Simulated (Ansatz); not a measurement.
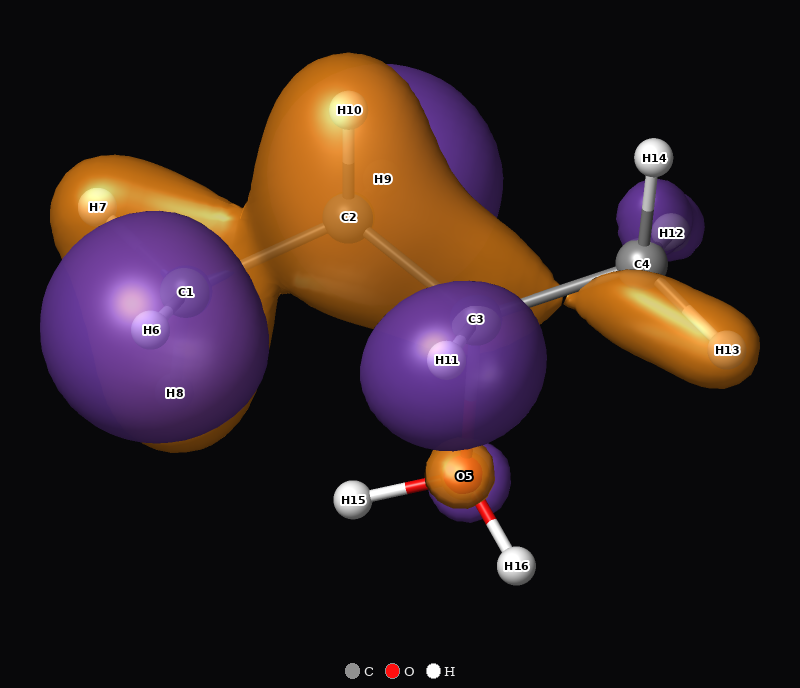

The picture shows: C4H11O (SMILES CC[C@H](C)[OH2+]) (charge +1). One frontier orbital at ±0.1 Å⁻³ᐟ² (orange and purple are the two phases), seen across its widest extent.

Geometry: PBE-D3(BJ)/def2-SVP.

All numbers below come from isolated molecule in a Gaussian basis; Kohn-Sham density functional theory, functional PBE0 (Ansatz 0.2.0).

```csv
atom,x (Å),y (Å),z (Å)
C,-0.8421,-1.1338,-0.7724
C,-0.6576,0.0445,0.1886
C,-0.3837,1.3678,-0.4916
C,-0.3571,2.6031,0.3615
O,-1.6196,1.5459,-1.4828
H,0.0191,-1.2568,-1.4600
H,-0.9536,-2.0798,-0.2089
H,-1.7775,-1.0693,-1.3806
H,-1.5255,0.1526,0.8731
H,0.2238,-0.1356,0.8408
H,0.4792,1.3011,-1.1871
H,-1.2654,2.6896,0.9882
H,-0.2189,3.5278,-0.2327
H,0.5202,2.5238,1.0362
H,-1.8217,0.6611,-1.8877
H,-1.4607,2.2026,-2.2006
```

Question: Which orbital is it: HOMO or LUMO?

Answer: The HOMO, at −14.52 eV. It lies mainly on C2 (about 20 %), C1 (about 20 %), H9 (about 15 %), H6 (about 15 %) and C3 (about 10 %).
